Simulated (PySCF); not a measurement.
# GaH3 (SMILES [H][Ga]([H])[H]): HF/aug-pc-1

What is the vertical singlet–triplet gap of GaH3 at HF/aug-pc-1? The job is set up through a Python script.

The calculation is run with PySCF 2.14.0.

## 1. Starting point

The species is GaH3 (4 atoms), meant as a singlet with charge 0. SMILES: `[H][Ga]([H])[H]`. The shape comes from GFN2-xTB, which is rough for such elements, and wasn't checked as a minimum.

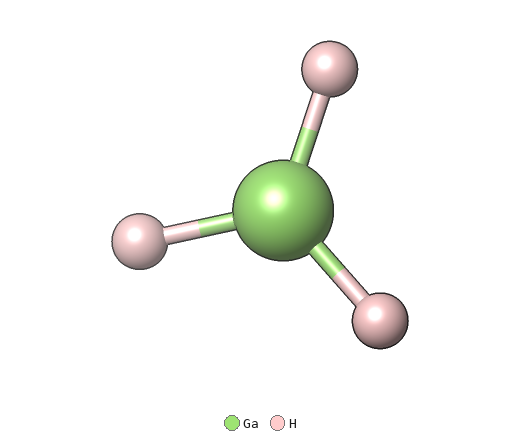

The structure, seen from a chosen angle (gallium green, hydrogen pink).

## 2. A single-point energy at HF/aug-pc-1

job.py

```python
from pyscf import gto

mol = gto.Mole()
mol.atom = [
    ('Ga', (-0.000160, 0.000060, 0.001280)),
    ('H', (1.566090, -0.029140, 0.013370)),
    ('H', (-0.757820, 1.371010, -0.018620)),
    ('H', (-0.808110, -1.341930, 0.003970)),
]
mol.charge = 0
mol.spin = 0
mol.max_memory = 1860
mol.verbose = 3
mol.basis = 'aug-pc-1'
mol.build()

mf = mol.RHF()
mf.conv_tol = 1e-10
mf.kernel()
if not mf.converged:
    mf = mf.newton().run(mf.mo_coeff, mf.mo_occ)

etot = mf.e_tot
print('E = %.10f Eh' % etot)
```

Run with:

```console
OMP_NUM_THREADS=1 python job.py
```

Output:

```text
converged SCF energy = -1924.85343869063
E = -1924.8534386906 Eh
```

Run time: 1.2 s. Hardware: 1 thread of Arm Neoverse V1, shared host; peak memory 0.14 GiB.

## 3. The triplet, same level

mol.xyz

```xyz
4

Ga    -0.000160     0.000060     0.001280
H      1.566090    -0.029140     0.013370
H     -0.757820     1.371010    -0.018620
H     -0.808110    -1.341930     0.003970
```

input.py

```python
from pyscf import gto, scf

molecule = gto.M(
    atom='mol.xyz',
    max_memory=1860,
    basis='aug-pc-1',
    spin=2,
    verbose=4,
)

mf = scf.UHF(molecule)
mf.conv_tol = 1e-10
mf.kernel()
if not mf.converged:
    mf = mf.newton().run(mf.mo_coeff, mf.mo_occ)

e_final = mf.e_tot
print('E(%s) = %.9f' % ('HF', e_final))
```

Run with:

```console
OMP_NUM_THREADS=1 python input.py
```

Output:

```text
PySCF version 2.14.0

[INPUT] num. atoms = 4
[INPUT] num. electrons = 34
[INPUT] charge = 0
[INPUT] spin (= nelec alpha-beta = 2S) = 2
[INPUT] symmetry False subgroup None
[INPUT] Mole.unit = angstrom
[INPUT] Symbol           X                Y                Z      unit          X                Y                Z       unit  Magmom
[INPUT]  1 Ga    -0.000160000000   0.000060000000   0.001280000000 AA   -0.000302356180   0.000113383567   0.002418849439 Bohr   0.0
[INPUT]  2 H      1.566090000000  -0.029140000000   0.013370000000 AA    2.959481186420  -0.055066619270   0.025265638285 Bohr   0.0
[INPUT]  3 H     -0.757820000000   1.371010000000  -0.018620000000 AA   -1.432072251718   2.590833414040  -0.035186700439 Bohr   0.0
[INPUT]  4 H     -0.808110000000  -1.341930000000   0.003970000000 AA   -1.527106578522  -2.535880178338   0.007502212715 Bohr   0.0

nuclear repulsion = 32.0012014105424
number of shells = 9
number of NR pGTOs = 119
number of NR cGTOs = 63
basis = aug-pc-1
ecp = {}

[... 19 lines left out ...]
WARN: beta  nocc = 16  HOMO -0.325513007958078 >= LUMO -0.325452359889813
[... 1 line left out ...]
WARN: HOMO -0.0128832046769354 >= LUMO -0.325452359889813
[... 78 lines left out ...]
converged SCF energy = -1924.66976305188  <S^2> = 2.0068238  2S+1 = 3.0045458
E(HF) = -1924.669763052
```

Wall time 1.5 s (1 thread of Arm Neoverse V1, shared host); peak memory 0.12 GiB.

## 4. Results

Level: HF/aug-pc-1.

| quantity | value |
| --- | --- |
| singlet: total energy | -1924.85344 Eh |
| singlet: dipole moment | 0.01 D |
| singlet: HOMO energy | -11.66 eV |
| singlet: LUMO energy | 0.39 eV |
| singlet: HOMO–LUMO gap | 12.05 eV |
| triplet: total energy | -1924.66976 Eh |
| triplet: dipole moment | 2.04 D |
| triplet: HOMO energy (highest over α and β) | -6.04 eV |
| triplet: LUMO energy (lowest over α and β) | -3.24 eV |
| triplet: ⟨S²⟩ | 2.007 |
| vertical energy of the triplet above the singlet | 4.998 eV |

In words: At this shape the triplet lies 5.00 eV (482 kJ/mol) above the singlet. Mulliken charges (triplet) run from -0.09 on H3 to +0.11 on H2; in a basis this large or diffuse they mean little.
